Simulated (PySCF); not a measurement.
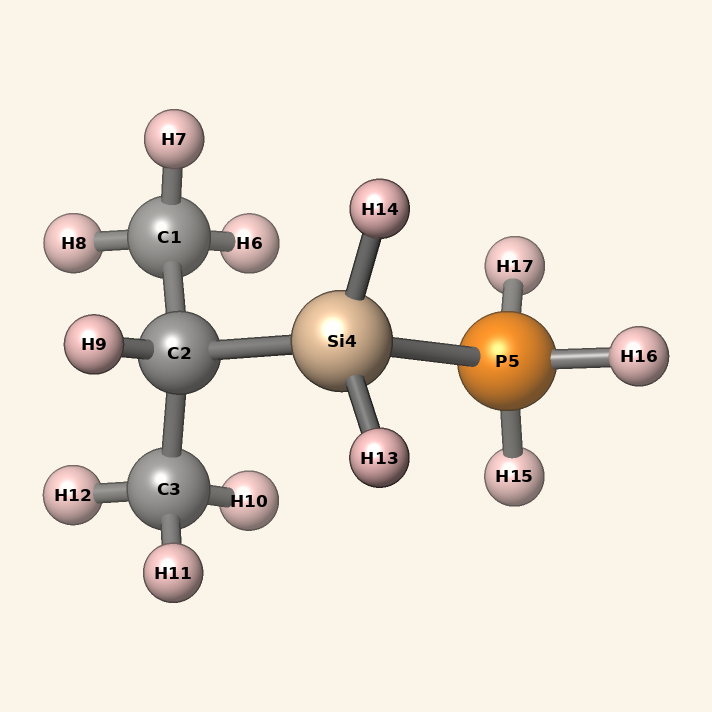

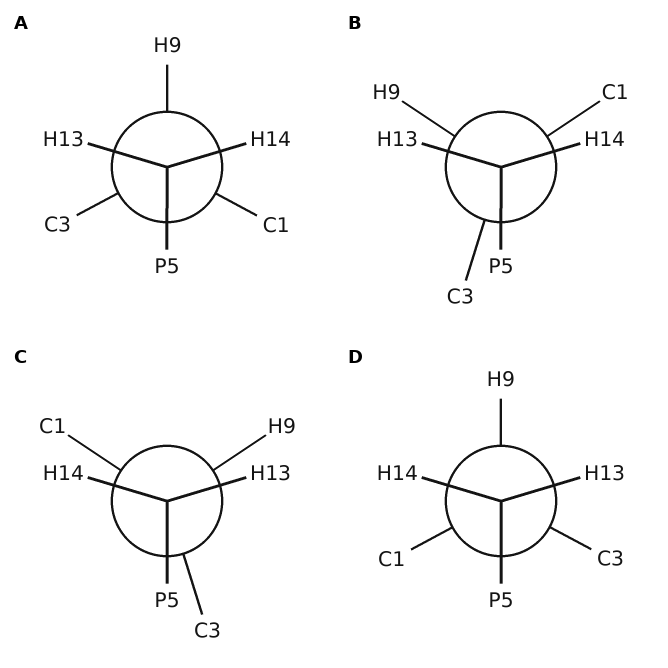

Distant atoms are faded towards the background colour. Bonds that would overlap in a projection are set slightly apart. State: charge +1, singlet. Computed geometry: GFN2-xTB optimisation. No frequency run is at hand to confirm it as a minimum.

**Which Newman projection shows the view along Si4–C2, with Si4 in front?**

A. The torsion angle P5–Si4–C2–C1 is −62°, synclinal (gauche).
